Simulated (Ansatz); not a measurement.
**[SiH3]+ (SMILES [SiH3+]): SVWN5/aug-cc-pVTZ**

What is the vertical ionisation energy of [SiH3]+ at SVWN5/aug-cc-pVTZ? 

The results are computed with Ansatz 0.2.0.

1 further run of the same task is left out (it didn't finish).

## (1) The system as given

The species is [SiH3]+ (4 atoms), meant as a singlet with charge +1. SMILES: `[SiH3+]`. The shape is that of a PBE0-D4/def2-TZVP optimisation.

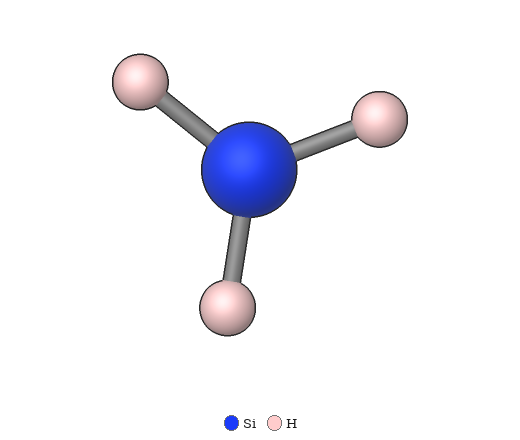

The structure, seen from a chosen angle (silicon blue, hydrogen pink).

## (2) A single-point energy at SVWN5/aug-cc-pVTZ

in.yaml

```yaml
crystal:
  periodic: [false, false, false]
  atoms:
    - symbol: Si
      position_ang: [-0.000000, -0.000000, 0.000000]
    - symbol: H
      position_ang: [0.686900, 0.675400, 1.113000]
    - symbol: H
      position_ang: [-0.118400, -1.467200, -0.009900]
    - symbol: H
      position_ang: [-0.568500, 0.791700, -1.103100]
basis:
  gaussian:
    orbitals: aug-cc-pVTZ
hamiltonian:
  xc: {name: SVWN5}
output:
  orbitals: {seedname: orbitals}
total_charge: 1
accuracy: high
```

On the command line:

```sh
$ ansatz run in.yaml --threads 1 --pin off --max-ram 3480MiB --events-out events.jsonl --progress --plain --runs-dir runs
```

Standard output:

```text
Warning: RAYON_NUM_THREADS=1 ignored (pool sized by the plan → 1); use --threads N
Functional definition: SVWN5
  name "SVWN5"
  exchange = slater_x
  correlation = vwn5_c
1784 factors; integrals over basis functions are off by at most 3.7e-9 eV
mean field evaluation 1: about -7883.0913 eV, gradient 1.7e1 eV
mean field evaluation 2: about -7884.0026 eV, gradient 6.6e0 eV
mean field evaluation 4: about -7884.1300 eV, gradient 3.5e-2 eV
mean field evaluation 8: about -7884.1290 eV, gradient 2.4e-3 eV
mean field evaluation 16: about -7884.1290 eV, gradient 7.3e-8 eV
mean field -7884.12897659 eV, -289.7363958351 hartree, gradient 7.3e-8 eV, S^2 0.000000; 0 other end points of the search recorded, 0 dependent functions left out
reference -7884.12898005 eV, -289.7363959621 hartree; 8, 8 occupied and 111, 111 virtual orbitals, 1784 factors
Total energy: -7884.12898005 eV, -289.7363959621 hartree
```

Wall time 3.6 s (1 thread of Arm Neoverse V1, shared host); peak memory 0.25 GiB.

## (3) Doublet [SiH3]2+ at the same level

molecule.yaml

```yaml
crystal:
  periodic: [false, false, false]
  atoms:
    - {symbol: Si, position_ang: [-0.000000, -0.000000, 0.000000]}
    - {symbol: H, position_ang: [0.686900, 0.675400, 1.113000]}
    - {symbol: H, position_ang: [-0.118400, -1.467200, -0.009900]}
    - {symbol: H, position_ang: [-0.568500, 0.791700, -1.103100]}
basis:
  gaussian:
    orbitals: aug-cc-pVTZ
total_charge: 2
hamiltonian:
  xc: {name: SVWN5}
output: {orbitals: {seedname: orbitals}}
magnetization:
  spin_polarized: true
  initial_magnetization: 1
accuracy: high
```

On the command line:

```sh
$ ansatz run molecule.yaml --threads 1 --pin off --max-ram 3480MiB --events-out events.jsonl --progress --plain --runs-dir runs
```

Standard output:

```text
Warning: RAYON_NUM_THREADS=1 ignored (pool sized by the plan → 1); use --threads N
[... 4 set-up lines as earlier in the session ...]
1784 factors; integrals over basis functions are off by at most 3.7e-9 eV
mean field evaluation 1: about -7862.6229 eV, gradient 1.2e1 eV
mean field evaluation 2: about -7861.8700 eV, gradient 1.4e1 eV
mean field evaluation 4: about -7863.0319 eV, gradient 7.4e0 eV
mean field evaluation 8: about -7863.2131 eV, gradient 5.9e0 eV
mean field evaluation 16: about -7863.6040 eV, gradient 1.9e-7 eV
mean field evaluation 32: about -7863.6040 eV, gradient 1.2e-2 eV
mean field evaluation 64: about -7863.5522 eV, gradient 2.3e-3 eV
mean field -7863.60413631 eV, -288.9821218670 hartree, gradient 9.1e-8 eV, S^2 0.752764; 7 other end points of the search recorded, 0 dependent functions left out
reference -7863.60413895 eV, -288.9821219641 hartree; 8, 7 occupied and 111, 112 virtual orbitals, 1784 factors
Total energy: -7863.60413895 eV, -288.9821219641 hartree
```

Run time: 9.9 s. Hardware: 1 thread of Arm Neoverse V1, shared host; peak memory 0.28 GiB.

## (4) Summary of results

Level: SVWN5/aug-cc-pVTZ.

| quantity | value |
| --- | --- |
| singlet [SiH3]+: total energy | -289.73640 Eh |
| singlet [SiH3]+: HOMO energy | -16.29 eV |
| singlet [SiH3]+: LUMO energy | -11.51 eV |
| singlet [SiH3]+: HOMO–LUMO gap | 4.78 eV |
| doublet [SiH3]2+: total energy | -288.98212 Eh |
| doublet [SiH3]2+: HOMO energy (highest over α and β) | -24.29 eV |
| doublet [SiH3]2+: ⟨S²⟩ | 0.753 |
| vertical ionisation energy (to the doublet dication) | 20.525 eV |

**Reading.** Removing an electron at fixed nuclei costs 20.52 eV (473 kcal/mol). −ε(HOMO) before ionisation, 16.29 eV, is 4.23 eV below this ionisation energy.
